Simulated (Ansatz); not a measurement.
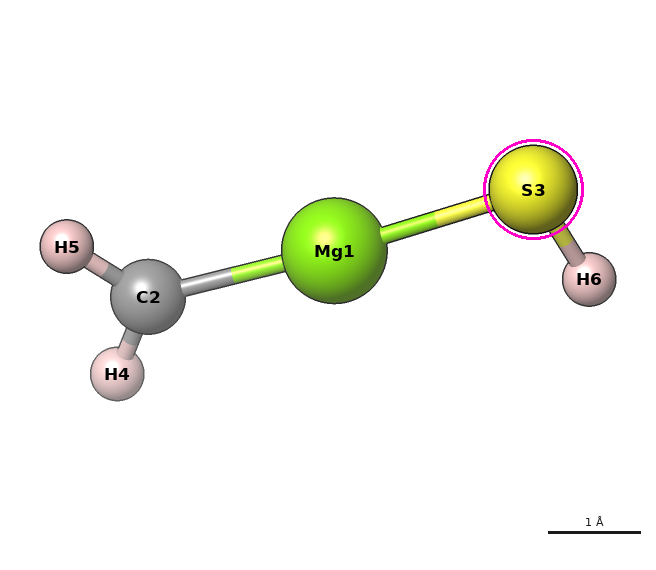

Orthographic view. Depth is shown by fading: the farther an atom, the more it takes the colour of the background. The species has charge +1 and is a spin singlet. The geometry was computed by an optimisation with PBE-D4/def2-SVP. No frequency run is at hand to confirm it as a minimum.

> Which atoms are bonded to the circled atom?

The circled atom is S3; it is bonded to Mg1, H6.

> What is the shortest path along bonds from the circled atom to H5?

S3–Mg1–C2–H5, 3 bonds; through space the two are 5.19 Å apart.

> Which two atoms are farthest apart in space?

H5 and H6, 5.74 Å.

> Which atom is farthest from the viewer?

H4, 0.9 Å behind the mean position.
